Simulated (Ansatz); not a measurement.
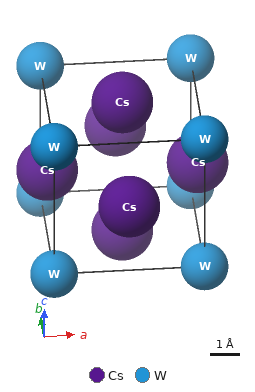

This is the input geometry for a relaxation of solid Cs₃W (built on the Cu3Au (L1_2)_221 type). Style: spheres-only. Shown: the cell of the calculation, from a free direction.

Case: Cu3Au (L1_2) type (Pm-3m, No. 221).

Method: DFT PBE, scalar-relativistic, plane waves, PAW (Ansatz).

Input
```yaml
crystal:
  lattice:
    - [5.3006897351, 0.0, 0.0]
    - [0.0, 5.3006897351, 0.0]
    - [0.0, 0.0, 5.3006897351]
  atoms:
    - { symbol: Cs, position: [0.0, 0.5, 0.5] }
    - { symbol: Cs, position: [0.5, 0.0, 0.5] }
    - { symbol: Cs, position: [0.5, 0.5, 0.0] }
    - { symbol: W, position: [0.0, 0.0, 0.0] }
basis:
  ecutwfc: 420
kpoints:
  mp_grid: { grid: [10, 10, 10] }
hamiltonian:
  xc: pbe
scf:
  occupations: { method: gaussian, width: 0.1 }
output:
  forces: true
  stress: true
  eigenvalues: true
relax:
  adjacent_minimum: "off"
  f_tol: 0.01
  max_steps: 80
  cell: { stress_tol: 0.05 }
```

Launched with:
```bash
ansatz run input.yaml --threads 1 --pin off --max-ram 2560MiB --backend cpu --events-out ev --progress --plain --runs-dir out
```

Q: What does the optimiser find from here?

A: The atoms keep their places relative to the cell (all moves are under 0.005 Å). Cell: a = b = c 5.301 → 5.699 Å (+7.5 %). Volume +24.3 %. Near-neighbour distances that change, for instance: Cs1–Cs2 3.748 → 4.030 Å, Cs1–W4 3.748 → 4.030 Å. The space group stays Pm-3m (No. 221). Over 4 accepted moves (5 points after the start) the energy falls by 48.5 meV per atom. All forces vanish by symmetry, so only the cell relaxes. The pressure goes from 2.19 to 0.02 GPa. The SCF was repeated once at an unchanged geometry on a basis and grid sized afresh for the cell, which shifted the energy by 0.3 meV per atom at most.

The structure at the end:

```
CELL_PARAMETERS angstrom
5.69936 0.00000 0.00000
0.00000 5.69936 0.00000
0.00000 0.00000 5.69936
ATOMIC_POSITIONS crystal
Cs 0.00000 0.50000 0.50000
Cs 0.50000 0.00000 0.50000
Cs 0.50000 0.50000 0.00000
W 0.00000 0.00000 0.00000
```

After the run, drawn alike:

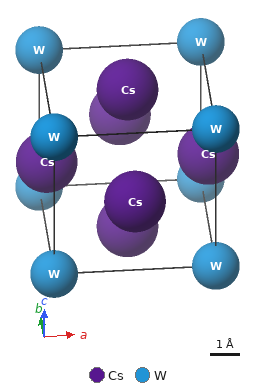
